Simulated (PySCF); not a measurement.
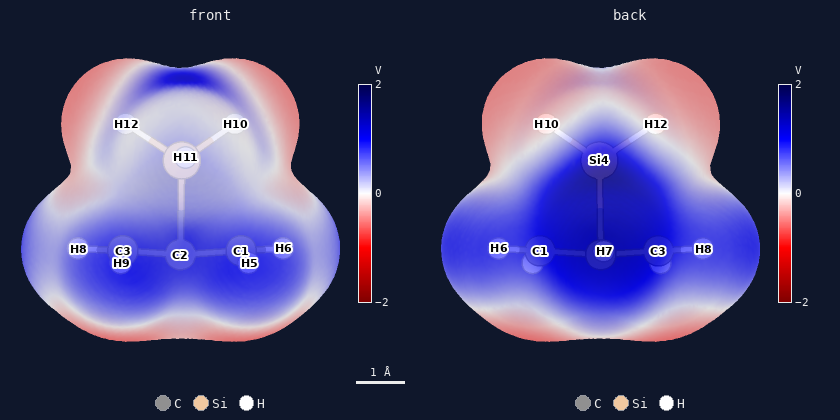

C$_{3}$H$_{8}$Si. The electrostatic potential painted on the density surface at 0.002 e/bohr³, seen from the front and from behind; the colour scale runs from red (negative) to blue (positive).

Geometry: PBE0-D3(BJ)/def2-SVP.

All numbers below come from BHandHLYP/pcSseg-1, SCF density, gas phase, non-relativistic in PySCF 2.14.0.

The calculation's input:

```
{"job": {"kind": "nmr", "xc": "BHandHLYP", "basis": "pcSseg-1", "pop": false}, "charge": 0, "multiplicity": 1}
C      1.310954     0.199200    -0.587465
C      0.681475    -0.514823     0.445423
C     -0.137585     0.040679     1.442211
Si    -0.961703     0.056180    -0.681127
H      1.525772     1.264611    -0.471344
H      1.826686    -0.339570    -1.382812
H      0.672510    -1.612479     0.353283
H     -0.677800    -0.613836     2.126965
H     -0.035973     1.093600     1.717489
H     -0.893602    -0.480205    -2.093070
H     -1.082147     1.535509    -0.649382
H     -2.228588    -0.628865    -0.220171
```

Launched as:

```sh
OMP_NUM_THREADS=1 python ens_run.py task.json out
```

**Where is the surface potential most negative and most positive?**

The most negative region (about −0.5 V) lies over the π face of C1 and C3, the most positive (about +1.5 V) over Si4.

**What dipole moment does the calculation give?**

Its dipole moment is 0.81 D.
